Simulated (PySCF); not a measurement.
**C$_{2}$H$_{4}$ClGeN: density, localisation and related maps**

```xyz
9

N    -0.9808    2.6001   -1.4257
C    -0.7985    1.4598   -1.3384
C    -0.5268    0.0435   -1.2270
Ge    1.4061   -0.3415   -1.2920
Cl    2.0658    0.2248   -3.2616
H    -0.9328   -0.3470   -0.2799
H    -1.0080   -0.5009   -2.0543
H     1.6263   -1.8513   -1.1255
H     2.1704    0.5018   -0.2667
```

Geometry: PBE0-D3(BJ)/def2-SVP.

Computed with PBE0/def2-SVPD, SCF density, gas phase in PySCF 2.14.0.

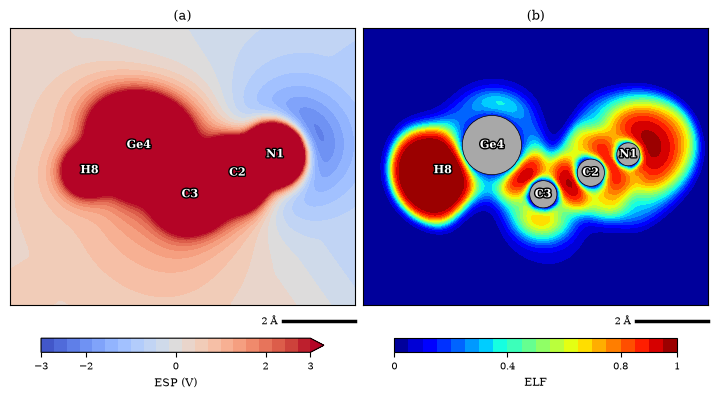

Figure 1. (a) electrostatic potential; (b) ELF on the plane of atoms C2, C3 and Ge4. Grey discs cover the atomic cores in the ELF map.

Interpret the plot.

Atoms in the plane: N, C, Ge and H. C–N (1.16 Å): the ELF peaks at about 0.85 between the atoms: a multiple bond. C–C (1.45 Å): the ELF peaks at about 0.95 between the atoms; a covalent bond. C–Ge (1.97 Å): the ELF peaks at about 0.95 in the valence shell of C, 0.7 Å from its nucleus, and is about 0.70 at the midpoint. Ge–H (1.53 Å): the ELF climbs to about 1 towards the hydrogen. The ELF also peaks beside N1, away from the bonds: lone-pair regions. Outside the dense part of the molecule the potential is most negative (−2.2 V) near N1.

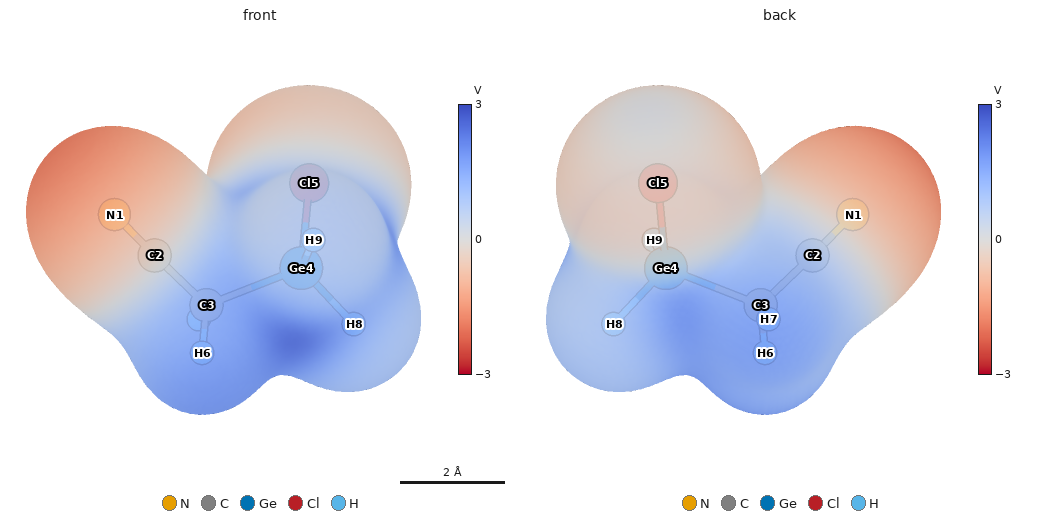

Figure 2. The electrostatic potential painted on the density surface at 0.002 e/bohr³, seen from the front and from behind; red is negative and blue positive.

Where is the surface potential most negative and most positive?

The most negative region (about −1.8 V) lies over N1, the most positive (about +2.3 V) over Ge4. N1 is the likeliest acceptor of a hydrogen bond.
